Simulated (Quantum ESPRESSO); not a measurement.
# Ti K ELNES/XANES of TiTeSe (P3m1) from DFT, part 4 of 4

Aim: the near-edge shape at the Ti K edge of TiTeSe (P3m1), and what the core hole does to it.

Quantum ESPRESSO 7.5; X-ray absorption near-edge structure, plane-wave PAW LDA, one-electron final states by a Lanczos continued fraction.

So far. Step 8 (Spectrum with XCH, Ti atom 3): Main maxima below 30 eV (height): 1.2 eV (0.23), 8.6 eV (1.77), 9.4 eV (1.78), 13.0 eV (1.41), 16.4 eV (1.41), 18.8 eV (1.53) and 22.6 eV (1.41).  Step 8 (Spectrum with XCH, Ti atom 3): The total-energy difference is 4971.67 eV. One term is added: -22.68 eV, since the hole is spin-paired here and a spin-polarised one costs that much less in the free atom (computed apart). The photon energy is then 4948.99 eV. The tabulated edge of the element is 4966 eV.

**12. Spectrum with XCH, Ti atom 3**

Another set-up is tried: convergence threshold of the field to 0.01.

Contents of xspectra.in:

```
&input_xspectra
   calculation='xanes_dipole', edge='K'
   prefix='x', outdir='tmp', xiabs=3, xe0=5.5551
   xonly_plot=.false., x_save_file='xanes.sav'
   xniter=3000, xcheck_conv=20, xerror=0.005
   xcoordcrys=.false., xepsilon(1)=1, xepsilon(2)=0, xepsilon(3)=0
/
&plot
   xnepoint=413, xemin=-10, xemax=45, terminator=.true., cut_occ_states=.true.
   xgamma=0.4
/
&pseudos
   filecore='../Ti.wfc'
/
&cut_occ
   cut_desmooth=0.1, cut_stepl=0.05, cut_stepu=0.05, cut_ierror=1e-5
/
3 3 3 0 0 0
```

Started as:

```bash
OMP_NUM_THREADS=1 mpirun --oversubscribe --bind-to none -np 4 xspectra.x -nk 4 -in xspectra.in > xspectra.out
```

Log:

```text
     [... banner and references ...]
Reading input_file

     calculation: xanes_dipole

     xepsilon  [cartesian coordinates]:   1.000000   0.000000   0.000000

     xonly_plot: FALSE
        => complete calculation: Lanczos + spectrum plot

     filecore (core-wavefunction file): ../Ti.wfc

     main plot parameters:
        cut_occ_states: TRUE
        gamma_mode:  constant
        -> using xgamma [eV]:  0.40
        xemin [eV]: -10.00
        xemax [eV]:  45.00
        xnepoint:  413
        xe0 [eV]:   5.555100 (energy zero read in input file)

[...]
Results of STEP 1 successfully written in x_save_file
     x_save_file name:
     ->  xanes.sav
     x_save_file version:  2

     ... End STEP 1 ...

     ... Begin STEP 2 ...

     The spectrum is calculated using the following parameters:
        xe0 [eV]:    5.5551
        the occupied states are elimintate from the spectrum
        xemin [eV]: -10.00
        xemax [eV]:  45.00
        xnepoint:  413
        constant broadening parameter [eV]:    0.400
        Core level energy [eV]:  -4966.
         (from electron binding energy of neutral atoms in X-ray data booklet)

     Cross-section successfully written in xanes.dat

     ... End STEP 2 ...

                                END JOB XSpectra
```

The job ended after 56 s (4 MPI ranks of Arm Neoverse V1, shared host; peak memory 0.22 GiB; 3.7 min of CPU time).

The run finished. A setting was moved off its sound value on purpose, so it serves as a test and not as the result.

The fault put into the input: conv_thr is far too loose.

This run also has another mesh (3×3×3 against 4×4×4), so the 10 % r.m.s. difference can't be laid on the changed setting alone. The highest intensity below 24 eV goes from 9.4 eV (1.78) to 9.5 eV (1.82).

| E (eV) | first run | this run |
| --- | --- | --- |
| -2.0 | 0.03 | 0.03 |
| -0.5 | 0.06 | 0.05 |
| 1.0 | 0.22 | 0.24 |
| 2.5 | 0.17 | 0.19 |
| 4.0 | 0.16 | 0.15 |
| 5.5 | 0.66 | 0.59 |
| 7.0 | 1.28 | 1.12 |
| 8.5 | 1.76 | 1.69 |
| 10.0 | 1.47 | 1.44 |
| 11.5 | 0.99 | 0.92 |
| 13.0 | 1.41 | 1.45 |
| 14.5 | 1.08 | 1.50 |
| 16.0 | 1.31 | 1.01 |
| 17.5 | 1.11 | 1.18 |
| 19.0 | 1.51 | 1.58 |
| 20.5 | 1.32 | 1.25 |
| 22.0 | 1.25 | 1.46 |
| 23.5 | 1.26 | 1.13 |
| 25.0 | 1.30 | 1.38 |
| 26.5 | 1.20 | 1.17 |
| 28.0 | 1.24 | 1.34 |
| 29.5 | 1.06 | 1.30 |
| 31.0 | 1.30 | 1.30 |

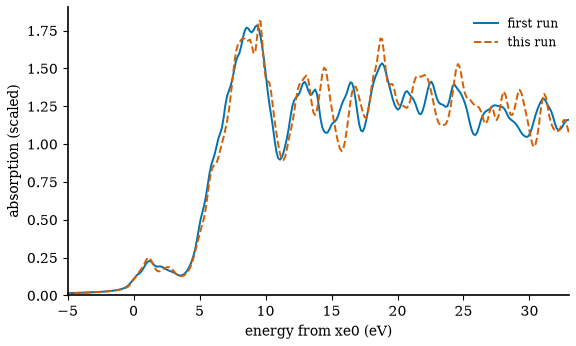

This run beside the first core-hole run.

**13. What the core hole does**

Both curves are counted from their own zero, so only the shift of weight within the empty states shows.

| E (eV) | no hole | XCH |
| --- | --- | --- |
| -2.0 | 0.03 | 0.03 |
| -1.0 | 0.04 | 0.04 |
| 0.0 | 0.10 | 0.11 |
| 1.0 | 0.23 | 0.22 |
| 2.0 | 0.17 | 0.19 |
| 3.0 | 0.18 | 0.15 |
| 4.0 | 0.15 | 0.16 |
| 5.0 | 0.39 | 0.47 |
| 6.0 | 0.79 | 0.89 |
| 7.0 | 1.23 | 1.28 |
| 8.0 | 1.55 | 1.60 |
| 9.0 | 1.82 | 1.74 |
| 10.0 | 1.44 | 1.47 |
| 11.0 | 1.07 | 0.90 |
| 12.0 | 1.21 | 1.24 |
| 13.0 | 1.31 | 1.41 |
| 14.0 | 1.34 | 1.27 |
| 15.0 | 1.31 | 1.13 |
| 16.0 | 1.21 | 1.31 |
| 17.0 | 1.24 | 1.18 |
| 18.0 | 1.22 | 1.33 |
| 19.0 | 1.58 | 1.51 |
| 20.0 | 1.27 | 1.23 |
| 21.0 | 1.30 | 1.32 |
| 22.0 | 1.22 | 1.25 |
| 23.0 | 1.44 | 1.30 |
| 24.0 | 1.24 | 1.32 |
| 25.0 | 1.25 | 1.30 |
| 26.0 | 1.27 | 1.07 |
| 27.0 | 1.15 | 1.23 |
| 28.0 | 1.10 | 1.24 |
| 29.0 | 1.20 | 1.13 |
| 30.0 | 1.11 | 1.07 |
| 31.0 | 1.19 | 1.30 |
| 32.0 | 1.20 | 1.12 |

With each curve scaled to its own mean, the area from −2 to 6 eV with the hole is 1.7 against 1.7, and the centre of weight from −1 to 20 eV moves by -0.1 eV (first and strongest maxima below 20 eV: 1.2 eV (0.26), 9.2 eV (1.87), 13.9 eV (1.35) and 18.8 eV (1.60) without the hole, 1.2 eV (0.23), 8.6 eV (1.77), 9.4 eV (1.78) and 18.8 eV (1.53) with it), a small effect on these measures.

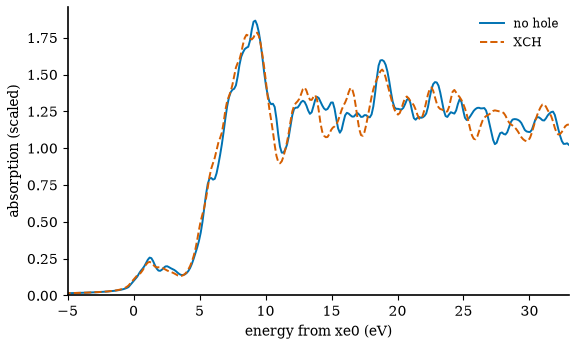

The Ti K edge with and without the core hole, each from its own zero; the highest intensity below 24 eV lies at 9.4 eV with the hole.

**14. Outcome**

```json
{
  "absorber and edge": "Ti K, atom 3 of the ground-state input (counted from 1)",
  "surroundings": "3 Se at 2.54 Å and 3 Te at 2.79 Å (distorted octahedral, site symmetry 3m)",
  "highest intensity below 24 eV": "9.4 eV above the zero, height 1.78",
  "photon energy of the zero, with the added terms": "4949.0 eV (raw 4971.7 eV; LDA puts this hole about 13 eV below PBE, itself good to a few eV)"
}
```

In words: The Ti K edge of atom 3, with 3 Se at 2.54 Å and 3 Te at 2.79 Å (distorted octahedral, site symmetry 3m), has its highest intensity of the first 24 eV at 9.4 eV above the zero, near 4958 eV in photon energy (LDA puts this hole about 13 eV below PBE, itself good to a few eV), 1.8 times the mean level of the first 20 eV (Lorentzian half width 0.4 eV). With each curve scaled to its own mean, the area from −2 to 6 eV with the hole is 1.7 against 1.7, and the centre of weight from −1 to 20 eV moves by -0.1 eV (first and strongest maxima below 20 eV: 1.2 eV (0.26), 9.2 eV (1.87), 13.9 eV (1.35) and 18.8 eV (1.60) without the hole, 1.2 eV (0.23), 8.6 eV (1.77), 9.4 eV (1.78) and 18.8 eV (1.53) with it), a small effect on these measures. At the Ti K edge of atom 3 polarisation matters most near 9.5 eV, where the curves differ by 0.7 on this scale. The strongest dipole feature below the main edge lies at 1.2 eV (height 0.23); the site lacks an inversion centre, which allows local p–d mixing besides the mixing with the neighbours' empty states; the run doesn't separate the two. 2 further runs of this session are left out of this account as redundant. The unit cell's mesh shows no gap over 0.35 eV. That is right for a metallic compound; for a small-gap or correlated insulator it would be the fault of the functional or of the assumed magnetic order, and the hole would be screened too well. Quadrupole 1s→3d transitions, which feed the pre-edge, are not in the dipole spectrum. The holes are only 6.4 Å apart, so the shape is probably not converged with cell size; no larger cell was run here. Lifetime broadening is put in by hand, and intensities beyond about 20 eV depend on it and on the partial waves. The structure is a computed Materials Project entry and may be a hypothetical form.

[Banner, clock and machine lines of the logs are left out without a mark of their own.]

[Logs are printed without paths, hosts, clocks, repeated set-up lines and the standing remarks that a program may print on its own settings, such as how far it seeks lower states.]

[Hosts, paths, dates, database ids (printed as entryN), source tags and the programs' standing remarks are cut or masked in the printed files.]

[Lists of maxima count a maximum above −3 eV only where it reaches 4 % of the highest in the window and stands out from its surroundings by 2 % of it (1.5 % where it reaches 55 %); shoulders and weaker maxima are passed over, and of the rest the first, up to two pre-edge ones and the few strongest are named.]
